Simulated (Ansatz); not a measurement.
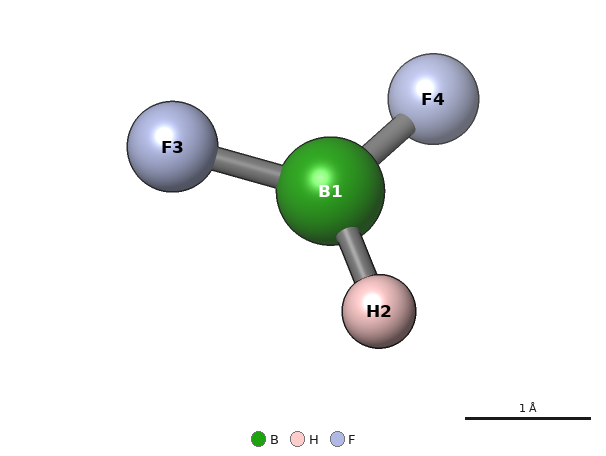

Orthographic view. Distant atoms are faded towards the background colour. The computed structure is the end point of a PBE0-D4/def2-TZVP optimisation.

Give the geometry as a Z-matrix, atoms in numerical order, with these reference atoms: 2 to 1; 3 to 1, 2; 4 to 1, 2, 3.

```
B  
H    1   1.191
F    1   1.313   2   121.0
F    1   1.313   2   121.0   3   180.0
```
